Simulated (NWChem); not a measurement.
Single-point calculation of C2H3Al

The run: single-point calculation of C2H3Al, multiplicity 3, SMILES C#[C][AlH2]. Method and program: MP2/def2-TZVP, UHF (NWChem 7.3.0).

The run did not end well. The geometry is that of the parent species in another charge or spin state. The geometry comes from this level: PBE0-D4/def2-TZVP.

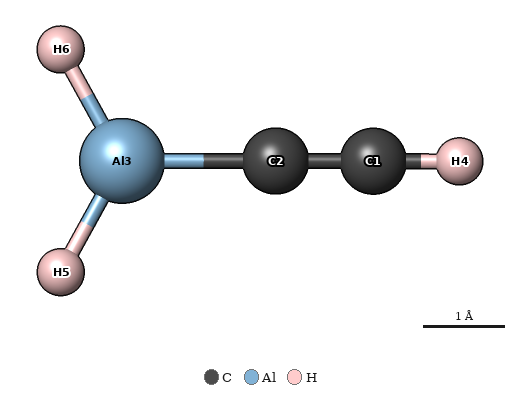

Fig. 1: The structure (ball-and-stick view, seen on its broad side; atoms are numbered from 1 in the order of the input). Sticks mark near contacts.

Input file:
```
echo
start run
memory 2200 mb
charge 0
geometry units angstrom noautosym nocenter noautoz
C     -0.792800    -1.637600    -0.298100
C     -0.266100    -0.564200    -0.106200
Al     0.564800     1.124200     0.195000
H     -1.257000    -2.583100    -0.467400
H      1.356700     1.804700    -0.990500
H      0.436600     1.792000     1.621000
end
basis spherical bse
* library def2-TZVP
end
scf
triplet
uhf
thresh 1e-08
maxiter 80
print medium
end
mp2
freeze core 7
tight
end
task mp2 energy
```

Command:
```bash
nwchem run.nw > run.out
```

Log:
```
============================== echo of input deck ==============================
echo
start run
memory 2200 mb
charge 0
geometry units angstrom noautosym nocenter noautoz
C     -0.792800    -1.637600    -0.298100
C     -0.266100    -0.564200    -0.106200
Al     0.564800     1.124200     0.195000
H     -1.257000    -2.583100    -0.467400
H      1.356700     1.804700    -0.990500
H      0.436600     1.792000     1.621000
end
basis spherical bse
* library def2-TZVP
end
scf
triplet
uhf
thresh 1e-08
maxiter 80
print medium
end
mp2
freeze core 7
tight
end
task mp2 energy
================================================================================

             Northwest Computational Chemistry Package (NWChem) 7.3.0
             --------------------------------------------------------

           Job information
           ---------------

    nwchem branch   = 7.3.0
    use scalapack   = T
    input           = run.nw
    prefix          = run.
    data base       = ./run.db
    status          = startup
    nproc           =        1

           Memory information
           ------------------

    heap     =     72089598 doubles =      550.0 Mbytes
    stack    =     72089595 doubles =      550.0 Mbytes
    global   =    144179200 doubles =     1100.0 Mbytes (distinct from heap & stack)
    total    =    288358393 doubles =     2200.0 Mbytes
    verify   = yes
    hardfail = no

           Directory information
           ---------------------

  0 permanent = .
  0 scratch   = .

                                NWChem Input Module
                                -------------------

 Scaling coordinates for geometry "geometry" by  1.889725989
 (inverse scale =  0.529177249)

                             Geometry "geometry" -> ""
                             -------------------------

 Output coordinates in angstroms (scale by  1.889725989 to convert to a.u.)

  No.       Tag          Charge          X              Y              Z
 ---- ---------------- ---------- -------------- -------------- --------------
    1 C                    6.0000    -0.79280000    -1.63760000    -0.29810000
    2 C                    6.0000    -0.26610000    -0.56420000    -0.10620000
    3 Al                  13.0000     0.56480000     1.12420000     0.19500000
    4 H                    1.0000    -1.25700000    -2.58310000    -0.46740000
    5 H                    1.0000     1.35670000     1.80470000    -0.99050000
    6 H                    1.0000     0.43660000     1.79200000     1.62100000

      Atomic Mass
      -----------

      C                 12.000000
      Al                26.981540
      H                  1.007825

 Effective nuclear repulsion energy (a.u.)      69.4104672104

            Nuclear Dipole moment (a.u.)
            ----------------------------
        X                 Y               Z
 ---------------- ---------------- ----------------
     2.8823990504     4.5682236048     0.5145723867

            XYZ format geometry
            -------------------
     6
 geometry
 C                    -0.79280000    -1.63760000    -0.29810000
 C                    -0.26610000    -0.56420000    -0.10620000
 Al                    0.56480000     1.12420000     0.19500000
 H                    -1.25700000    -2.58310000    -0.46740000
 H                     1.35670000     1.80470000    -0.99050000
 H                     0.43660000     1.79200000     1.62100000

 ==============================================================================
                                internuclear distances
 ------------------------------------------------------------------------------
       center one      |      center two      | atomic units |  angstroms
 ------------------------------------------------------------------------------
    2 C                |   1 C                |     2.28838  |     1.21096
    3 Al               |   2 C                |     3.60131  |     1.90573
    4 H                |   1 C                |     2.01601  |     1.06682
    5 H                |   3 Al               |     2.98529  |     1.57975
    6 H                |   3 Al               |     2.98545  |     1.57983
 ------------------------------------------------------------------------------
                         number of included internuclear distances:          5
 ==============================================================================

 ==============================================================================
                                 internuclear angles
 ------------------------------------------------------------------------------
        center 1       |       center 2       |       center 3       |  degrees
 ------------------------------------------------------------------------------
    2 C                |   1 C                |   4 H                |   179.98
    1 C                |   2 C                |   3 Al               |   179.93
    2 C                |   3 Al               |   5 H                |   118.79
    2 C                |   3 Al               |   6 H                |   118.80
    5 H                |   3 Al               |   6 H                |   122.41
 ------------------------------------------------------------------------------
                            number of included internuclear angles:          5
 ==============================================================================

 Summary of "ao basis" -> "" (spherical)
 ------------------------------------------------------------------------------
       Tag                 Description            Shells   Functions and Types
 ---------------- ------------------------------  ------  ---------------------
 *                         def2-TZVP                  on all atoms

                      Basis "ao basis" -> "ao basis" (spherical)
                      -----
  [basis functions not shown]

 Summary of "ao basis" -> "ao basis" (spherical)
 ------------------------------------------------------------------------------
       Tag                 Description            Shells   Functions and Types
 ---------------- ------------------------------  ------  ---------------------
 C                         def2-TZVP                11       31   5s3p2d1f
 Al                        def2-TZVP                13       37   5s5p2d1f
 H                         def2-TZVP                 4        6   3s1p

                                 NWChem SCF Module
                                 -----------------

  ao basis        = "ao basis"
  functions       =   117
  atoms           =     6
  alpha electrons =    15
  beta  electrons =    13
  charge          =   0.00
  wavefunction    = UHF
  input vectors   = atomic
  output vectors  = ./run.movecs
  use symmetry    = F
  symmetry adapt  = F

 Summary of "ao basis" -> "ao basis" (spherical)
 ------------------------------------------------------------------------------
       Tag                 Description            Shells   Functions and Types
 ---------------- ------------------------------  ------  ---------------------
 C                         def2-TZVP                11       31   5s3p2d1f
 Al                        def2-TZVP                13       37   5s5p2d1f
 H                         def2-TZVP                 4        6   3s1p

 Forming initial guess at       0.1s

      Superposition of Atomic Density Guess
      -------------------------------------

 Sum of atomic energies:        -318.71690788

      Non-variational initial energy
      ------------------------------

 Total energy =    -319.679749
 1-e energy   =    -576.166072
 2-e energy   =     187.075856
 HOMO         =      -0.344197
 LUMO         =      -0.043335

 Starting SCF solution at       1.1s

 ----------------------------------------------
         Quadratically convergent UHF

 Convergence threshold     :          1.000E-08
 Maximum no. of iterations :           80
 Integral*density screening:          1.000E-10
 ----------------------------------------------

              iter       energy          gnorm     gmax       time
             ----- ------------------- --------- --------- --------
                 1     -319.1131538077  4.82D-01  1.05D-01      3.7
                 2     -319.1656592652  3.27D-01  5.26D-02      6.2
                 3     -319.1744911603  4.92D-02  2.33D-02     21.3
  ga_iter_lsolve: convergence stagnant ... aborting solve

 Disabled NR: increased maxiter to  90

                 4     -319.1762381695  5.50D-02  1.40D-02     35.6
                 5     -319.1784189910  9.80D-02  3.29D-02     41.7
                 6     -319.1956654455  2.32D-01  7.56D-02     58.2
                 7     -319.1982190499  2.14D-01  8.19D-02     71.0
                 8     -319.2100868757  9.96D-02  3.71D-02     73.5
                 9     -319.2146808159  6.89D-02  2.33D-02     78.7
                10     -319.2168582596  4.04D-02  1.40D-02     83.8
                11     -319.2173559852  1.71D-02  4.98D-03     88.9
                12     -319.2174720315  1.04D-02  3.05D-03     94.0
                13     -319.2175082377  5.05D-03  1.12D-03     99.1
                14     -319.2175166150  2.24D-03  5.73D-04    104.1
                15     -319.2175183704  1.12D-03  3.21D-04    109.2
                16     -319.2175188544  6.57D-04  1.49D-04    114.3
                17     -319.2175190474  4.09D-04  8.77D-05    119.3
                18     -319.2175190934  1.60D-04  4.23D-05    124.3
                19     -319.2175191016  7.21D-05  2.16D-05    130.6
                20     -319.2175191032  3.73D-05  8.48D-06    135.7
                21     -319.2175191036  1.79D-05  6.84D-06    140.7
                22     -319.2175191038  1.21D-05  2.65D-06    145.7
                23     -319.2175191038  7.78D-06  1.60D-06    150.7
                24     -319.2175191038  3.67D-06  1.13D-06    155.8
                25     -319.2175191038  2.02D-06  4.89D-07    160.8
                26     -319.2175191038  9.18D-07  2.29D-07    165.8
                27     -319.2175191038  3.62D-07  8.95D-08    170.8
                28     -319.2175191038  2.54D-07  1.00D-07    176.1
                29     -319.2175191038  7.81D-07  1.81D-07    189.0
                30     -319.2178993724  4.51D-02  8.45D-03    245.5
                31     -319.2189865772  3.28D-02  9.90D-03    253.2
                32     -319.2197340571  5.53D-02  1.26D-02    262.5
                33     -319.2212292902  6.98D-02  1.52D-02    267.9
                34     -319.2236367233  7.56D-02  1.31D-02    272.9
                35     -319.2264588762  6.64D-02  1.17D-02    277.8
                36     -319.2274451327  3.73D-02  8.55D-03    282.8
                37     -319.2283197963  3.81D-02  8.91D-03    287.9
                38     -319.2293604090  5.49D-02  9.55D-03    293.0
                39     -319.2300614982  3.25D-02  7.24D-03    297.9
                40     -319.2307213419  3.45D-02  6.94D-03    303.0
                41     -319.2311499411  3.78D-02  9.80D-03    308.0
                42     -319.2314938501  2.81D-02  4.75D-03    313.1
                43     -319.2318435229  2.14D-02  3.81D-03    318.7
                44     -319.2320385193  2.06D-02  4.41D-03    323.8
                45     -319.2321300292  1.25D-02  1.89D-03    328.8
                46     -319.2321848284  9.86D-03  1.72D-03    333.8
                47     -319.2322148938  8.66D-03  1.82D-03    339.4
                48     -319.2322342677  6.40D-03  1.07D-03    344.6
                49     -319.2322510503  5.29D-03  1.24D-03    349.7
                50     -319.2322637613  4.10D-03  1.01D-03    354.7
                51     -319.2322727224  4.28D-03  9.30D-04    359.8
                52     -319.2322792027  3.78D-03  6.94D-04    365.0
                53     -319.2322863836  3.15D-03  5.03D-04    370.2
```

What the run reported:

```json
{"quantity": "outcome", "value": "stopped at the time limit"}
{"quantity": "basis functions", "value": "117"}
{"quantity": "hardware", "value": "1 thread of Intel Xeon @ 2.50GHz (Skylake/Cascade Lake), 128 GiB of memory available, shared host"}
{"quantity": "wall time", "value": "6.2 min"}
{"quantity": "peak memory", "value": "0.11 GiB"}
```

What went wrong:

The run was cut off by its time limit, so the output is incomplete.
